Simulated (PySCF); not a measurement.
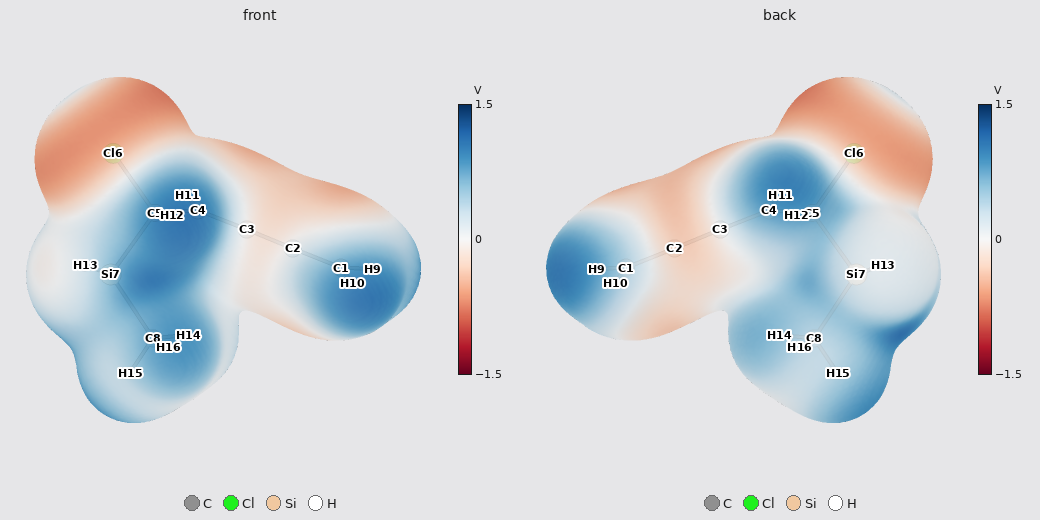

Figure 1: C6H8ClSi (doublet). The electrostatic potential painted on the density surface at 0.002 e/bohr³, seen from the front and from behind; the colour scale runs from red (negative) to blue (positive).

Geometry: GFN2-xTB.

The calculation used UKS B3LYP, pcH-1 on C Cl H Si, non-relativistic, mean-field spin-orbit, GIAO in PySCF 2.14.0, density-fitted response routines.

```yaml
atoms:
  - { symbol: C, position_ang: [3.0626, 0.1941, 1.4718] }
  - { symbol: C, position_ang: [2.1189, -0.2216, 0.6625] }
  - { symbol: C, position_ang: [1.2235, -0.6549, -0.1031] }
  - { symbol: C, position_ang: [0.2713, -1.0487, -0.9256] }
  - { symbol: C, position_ang: [-0.5202, -0.1034, -1.7373] }
  - { symbol: Cl, position_ang: [-0.8959, -0.8012, -3.3530] }
  - { symbol: Si, position_ang: [-2.1809, 0.1623, -0.7869] }
  - { symbol: C, position_ang: [-1.8329, 0.9115, 0.9219] }
  - { symbol: H, position_ang: [3.5851, -0.4851, 2.1255] }
  - { symbol: H, position_ang: [3.3536, 1.2314, 1.5068] }
  - { symbol: H, position_ang: [-0.0165, -2.0903, -0.9734] }
  - { symbol: H, position_ang: [0.0229, 0.8251, -1.9119] }
  - { symbol: H, position_ang: [-2.9224, -1.0984, -0.7401] }
  - { symbol: H, position_ang: [-1.1399, 0.2864, 1.4829] }
  - { symbol: H, position_ang: [-2.7469, 1.0009, 1.5004] }
  - { symbol: H, position_ang: [-1.3898, 1.9008, 0.8481] }
```

Which sites attract a positive test charge, and which a negative one?

A positive charge is drawn to the negative regions and a negative charge to the positive ones. The most negative region (about −0.7 V) lies over Cl6, the most positive (about +1.1 V) over Si7, H9, H10 and H12. Cl6 shows a σ-hole: about +0.2 V at the tip opposite its bond, against about −0.6 V on its flanks.
